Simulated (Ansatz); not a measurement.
# Si₂H₃F₃: an energy map over bond length Si2–Si3 and bond length Si2–H6, part 1 of 2

How does the energy of F3H3Si2, SMILES F[SiH2][SiH](F)F change over two coordinates at once? A grid of runs gives the map.

The runs use Ansatz 0.2.0; RKS PBE0-D4/def2-SVP.

## Step 1: The system as given

SMILES `F[SiH2][SiH](F)F`, 8 atoms, charge 0, spin multiplicity 1.

Atoms are counted from 1 here; the program's logs count them from 0.

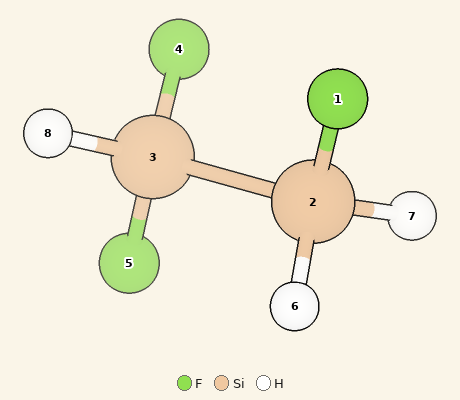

As it starts; fluorine green, silicon light orange, hydrogen white; atoms are numbered from 1 in the order of the file.

As a file:

```xyz
8

F    -0.3685    0.3090    2.2593
Si   -0.1013    0.9322    0.7607
Si    0.2572   -0.8575   -0.7279
F    -1.1219   -1.7215   -0.8688
F     0.5708   -0.1883   -2.1875
H     1.1142    1.8148    0.8203
H    -1.2978    1.7381    0.3400
H     1.3677   -1.8103   -0.4032
```

This geometry comes from a loose relaxation at PBE in a small basis, which is not shown.

## Step 2: The minimum at this level

input.yaml reads:

```yaml
crystal:
  periodic: [false, false, false]
  atoms:
    - { symbol: F, position_ang: [-0.368506, 0.308984, 2.259259] }
    - { symbol: Si, position_ang: [-0.10131, 0.932186, 0.760731] }
    - { symbol: Si, position_ang: [0.257232, -0.857506, -0.72792] }
    - { symbol: F, position_ang: [-1.121884, -1.7215, -0.86877] }
    - { symbol: F, position_ang: [0.570788, -0.188287, -2.187547] }
    - { symbol: H, position_ang: [1.114167, 1.814807, 0.820316] }
    - { symbol: H, position_ang: [-1.297774, 1.738146, 0.339964] }
    - { symbol: H, position_ang: [1.367667, -1.810321, -0.403173] }
basis:
  gaussian: { orbitals: def2-SVP }
hamiltonian:
  xc: pbe0
  dispersion: d4
output:
  forces: true
relax:
  f_tol: 0.003
  max_steps: 120
```

Started as:

```
> ansatz run input.yaml --threads 1 --pin off --max-ram 2560MiB --backend cpu --events-out ev --progress --plain --runs-dir out
```

The program printed, cut to the lines that bear on the results:

```text
Warning: RAYON_NUM_THREADS=1 ignored (pool sized by the plan → 1); use --threads N
[...]
Functional definition: PBE0
[...]
916 factors; integrals over basis functions are off by at most 4.1e-4 eV
[...]
mean field -23933.09548100 eV, -879.5250364919 hartree, gradient 1.8e-5 eV, S^2 0.000000; 0 other end points of the search recorded, 0 dependent functions left out
[...]
reference -23933.09550486 eV, -879.5250373689 hartree; 29, 29 occupied and 64, 64 virtual orbitals, 916 factors
relax step   1: F+E_penalty+E_count = -23933.23210343 eV  Δ(F+E_penalty+E_count) = +0.000e0 eV  max|allowed force component| = 4.880e-1 eV/Å  Δτ_max = 0.0000 Å  (23 SCF iters, accepted)
[...]
relax step   3: F+E_penalty+E_count = -23933.24957975 eV  Δ(F+E_penalty+E_count) = -3.761e-3 eV  max|allowed force component| = 1.111e-1 eV/Å  Δτ_max = 0.0200 Å  (27 SCF iters, accepted)
[...]
relax step   5: F+E_penalty+E_count = -23933.25039105 eV  Δ(F+E_penalty+E_count) = -8.113e-4 eV  max|allowed force component| = 2.609e-2 eV/Å  Δτ_max = 0.0036 Å  (22 SCF iters, accepted)
[...]
relax step   7: F+E_penalty+E_count = -23933.25072853 eV  Δ(F+E_penalty+E_count) = -8.213e-5 eV  max|allowed force component| = 1.397e-3 eV/Å  Δτ_max = 0.0110 Å  (27 SCF iters, accepted)
[...]
relax step   8: F+E_penalty+E_count = -23933.25077438 eV  Δ(F+E_penalty+E_count) = -4.585e-5 eV  max|allowed force component| = 3.446e-3 eV/Å  Δτ_max = 0.0169 Å  (26 SCF iters, accepted)
[...]
relax step   9: F+E_penalty+E_count = -23933.25077482 eV  Δ(F+E_penalty+E_count) = -4.332e-7 eV  max|allowed force component| = 2.020e-3 eV/Å  Δτ_max = 0.0013 Å  (19 SCF iters, accepted)
916 factors; integrals over basis functions are off by at most 3.8e-4 eV
mean field -23933.11398327 eV, -879.5257164380 hartree, gradient 1.7e-5 eV, S^2 0.000000; 1 other end points of the search recorded, 0 dependent functions left out
[...]
reference -23933.11400718 eV, -879.5257173166 hartree; 29, 29 occupied and 64, 64 virtual orbitals, 916 factors
Total energy: -23933.25079872 eV, -879.5307443131 hartree
Atom 0 at    -0.320051     0.303372     2.243054 Å, force     0.000204     0.000516     0.000431 eV/Å
Atom 1 at    -0.100335     0.931386     0.754934 Å, force    -0.002020    -0.001079    -0.001380 eV/Å
Atom 2 at     0.254441    -0.852118    -0.724797 Å, force     0.001864    -0.001302     0.000669 eV/Å
Atom 3 at    -1.123555    -1.681852    -0.898334 Å, force     0.000323     0.001531     0.000462 eV/Å
Atom 4 at     0.606774    -0.200469    -2.165679 Å, force    -0.000111    -0.000131    -0.000198 eV/Å
Atom 5 at     1.088941     1.829945     0.791295 Å, force    -0.000937    -0.000822    -0.000276 eV/Å
Atom 6 at    -1.315101     1.702439     0.367302 Å, force     0.000584     0.001303     0.001002 eV/Å
Atom 7 at     1.329266    -1.816194    -0.374915 Å, force     0.000093    -0.000016    -0.000710 eV/Å
Dipole moment:     0.201516     0.169567     0.042237 e Å
```

Run time: 24 s. Hardware: 1 thread of Intel Xeon Platinum 8488C (Sapphire Rapids), shared host; peak memory 0.2 GiB.

The steps of the relaxation:

```
step  energy from step 1 (eV)  largest force component (eV/Å)
   1                   0.0000                          0.4880
   2                  -0.0137                          0.2980
   3                  -0.0175                          0.1111
   4                  -0.0175                          0.1492
   5                  -0.0183                          0.0261
   6                  -0.0185                          0.0033
   7                  -0.0186                          0.0014
   8                  -0.0187                          0.0034
   9                  -0.0187                          0.0020
```

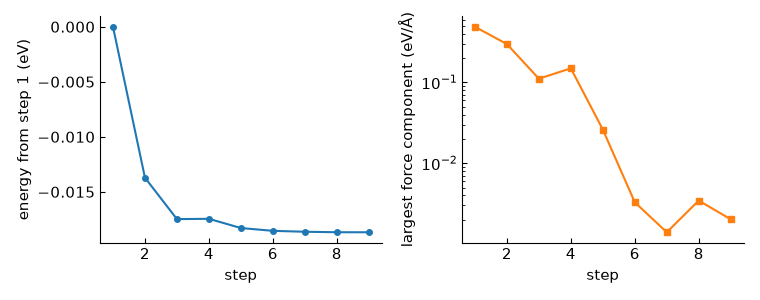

Energy and largest force along the relaxation.

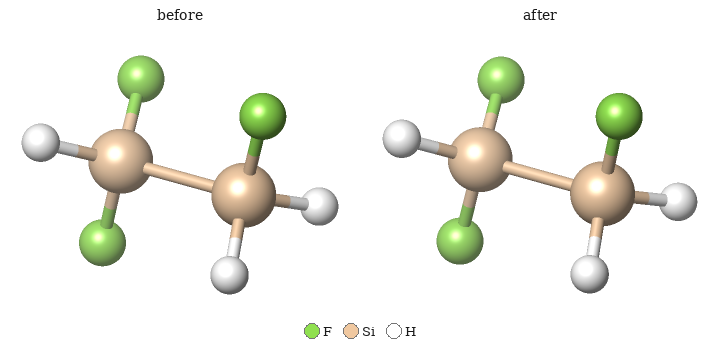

Before and after, at one scale.

Distances of close pairs at the start and the end, largest changes first:

```csv
bond,before (Å),after (Å),change (Å)
Si3–F5,1.636,1.620,-0.016
Si3–F4,1.633,1.618,-0.016
F1–Si2,1.645,1.630,-0.015
Si3–H8,1.499,1.486,-0.013
Si2–H7,1.503,1.490,-0.013
Si2–H6,1.503,1.491,-0.012
Si2–Si3,2.355,2.344,-0.011
```

## Step 3: Plan of the scan

First coordinate, bond length Si2–Si3: 15 values from 2.063 to 2.931 Å. Second coordinate, bond length Si2–H6: 15 values from 1.252 to 1.938 Å.

Nothing else is relaxed (all other coordinates rigid). Energies count from the relaxed molecule at the same level.

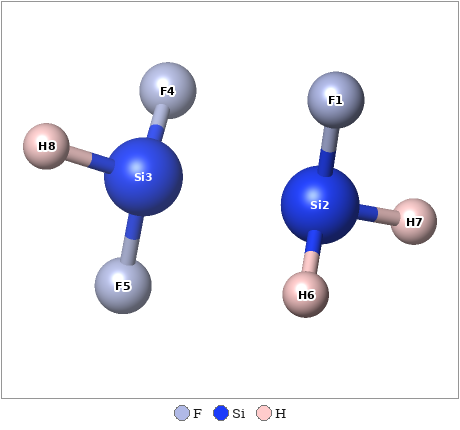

The geometry at bond length Si2–Si3 = 2.807 Å, bond length Si2–H6 = 1.497 Å.

Of the runs on the grid, 3 are shown in the steps below; the others differ only in the two coordinates.

## Step 4: Point bond length Si2–Si3 = 2.373 Å, bond length Si2–H6 = 1.497 Å

input.yaml reads:

```yaml
crystal:
  periodic: [false, false, false]
  atoms:
    - { symbol: F, position_ang: [-0.320051, 0.303372, 2.243054] }
    - { symbol: Si, position_ang: [-0.100335, 0.931386, 0.754934] }
    - { symbol: Si, position_ang: [0.258764, -0.873852, -0.742828] }
    - { symbol: F, position_ang: [-1.119231, -1.703586, -0.916366] }
    - { symbol: F, position_ang: [0.611098, -0.222203, -2.183711] }
    - { symbol: H, position_ang: [1.09372, 1.833556, 0.791441] }
    - { symbol: H, position_ang: [-1.315101, 1.702439, 0.367302] }
    - { symbol: H, position_ang: [1.333589, -1.837927, -0.392947] }
basis:
  gaussian: { orbitals: def2-SVP }
hamiltonian:
  xc: pbe0
  dispersion: d4
output:
  forces: true
```

Started as:

```
> ansatz run input.yaml --threads 1 --pin off --max-ram 2560MiB --backend cpu --events-out ev --progress --plain --runs-dir out
```

The program printed, cut to the lines that bear on the results:

```text
Warning: RAYON_NUM_THREADS=1 ignored (pool sized by the plan → 1); use --threads N
[...]
[... 1 set-up line as earlier in the session ...]
[...]
871 factors; integrals over basis functions are off by at most 1.1e-3 eV
[...]
mean field -23933.10941257 eV, -879.5255484677 hartree, gradient 1.7e-5 eV, S^2 0.000000; 0 other end points of the search recorded, 0 dependent functions left out
[...]
reference -23933.10943654 eV, -879.5255493486 hartree; 29, 29 occupied and 64, 64 virtual orbitals, 871 factors
Total energy: -23933.24609035 eV, -879.5305712834 hartree
Atom 0 at    -0.320051     0.303372     2.243054 Å, force     0.002655     0.005324    -0.013100 eV/Å
Atom 1 at    -0.100335     0.931386     0.754934 Å, force     0.123692    -0.162615    -0.169314 eV/Å
Atom 2 at     0.258764    -0.873852    -0.742828 Å, force    -0.046115     0.223188     0.171538 eV/Å
Atom 3 at    -1.119231    -1.703586    -0.916366 Å, force     0.007094     0.009282     0.003126 eV/Å
Atom 4 at     0.611098    -0.222203    -2.183711 Å, force    -0.002812    -0.004754     0.010051 eV/Å
Atom 5 at     1.093720     1.833556     0.791441 Å, force    -0.085355    -0.070432    -0.004975 eV/Å
Atom 6 at    -1.315101     1.702439     0.367302 Å, force     0.001368    -0.003622    -0.000018 eV/Å
Atom 7 at     1.333589    -1.837927    -0.392947 Å, force    -0.000527     0.003629     0.002694 eV/Å
Dipole moment:     0.200876     0.168403     0.042062 e Å
```

Wall time 2.4 s (1 thread of Intel Xeon Platinum 8488C (Sapphire Rapids), shared host); peak memory 0.19 GiB.

On the map this point reads 0.0047 eV.

## Step 5: Grid point bond length Si2–Si3 = 2.807 Å, bond length Si2–H6 = 1.497 Å

input.yaml reads:

```yaml
crystal:
  periodic: [false, false, false]
  atoms:
    - { symbol: F, position_ang: [-0.320051, 0.303372, 2.243054] }
    - { symbol: Si, position_ang: [-0.100335, 0.931386, 0.754934] }
    - { symbol: Si, position_ang: [0.32444, -1.204014, -1.016755] }
    - { symbol: F, position_ang: [-1.053556, -2.033747, -1.190293] }
    - { symbol: F, position_ang: [0.676773, -0.552364, -2.457638] }
    - { symbol: H, position_ang: [1.09372, 1.833556, 0.791441] }
    - { symbol: H, position_ang: [-1.315101, 1.702439, 0.367302] }
    - { symbol: H, position_ang: [1.399265, -2.168089, -0.666874] }
basis:
  gaussian: { orbitals: def2-SVP }
hamiltonian:
  xc: pbe0
  dispersion: d4
output:
  forces: true
```

Started as:

```
> ansatz run input.yaml --threads 1 --pin off --max-ram 2560MiB --backend cpu --events-out ev --progress --plain --runs-dir out
```

The program printed, cut to the lines that bear on the results:

```text
Warning: RAYON_NUM_THREADS=1 ignored (pool sized by the plan → 1); use --threads N
[...]
[... 1 set-up line as earlier in the session ...]
[...]
872 factors; integrals over basis functions are off by at most 1.2e-3 eV
[...]
mean field -23932.39761481 eV, -879.4993903827 hartree, gradient 3.0e-5 eV, S^2 0.000000; 0 other end points of the search recorded, 0 dependent functions left out
[...]
reference -23932.39763966 eV, -879.4993912957 hartree; 29, 29 occupied and 64, 64 virtual orbitals, 872 factors
Total energy: -23932.53941732 eV, -879.5046015286 hartree
Atom 0 at    -0.320051     0.303372     2.243054 Å, force     0.021306     0.050414    -0.168288 eV/Å
Atom 1 at    -0.100335     0.931386     0.754934 Å, force     0.418152    -1.658906    -1.233240 eV/Å
Atom 2 at     0.324440    -1.204014    -1.016755 Å, force    -0.432905     1.777884     1.276598 eV/Å
Atom 3 at    -1.053556    -2.033747    -1.190293 Å, force     0.089801     0.080209     0.023985 eV/Å
Atom 4 at     0.676773    -0.552364    -2.457638 Å, force    -0.028881    -0.060066     0.122312 eV/Å
Atom 5 at     1.093720     1.833556     0.791441 Å, force    -0.062582    -0.139791    -0.034121 eV/Å
Atom 6 at    -1.315101     1.702439     0.367302 Å, force    -0.011331    -0.082152    -0.029442 eV/Å
Atom 7 at     1.399265    -2.168089    -0.666874 Å, force     0.006442     0.032407     0.042196 eV/Å
Dipole moment:     0.206104     0.174749     0.047035 e Å
```

Wall time 2.3 s (1 thread of Intel Xeon Platinum 8488C (Sapphire Rapids), shared host); peak memory 0.18 GiB.

That is 0.71 eV from the zero.

(Continued in part 2 of 2.)
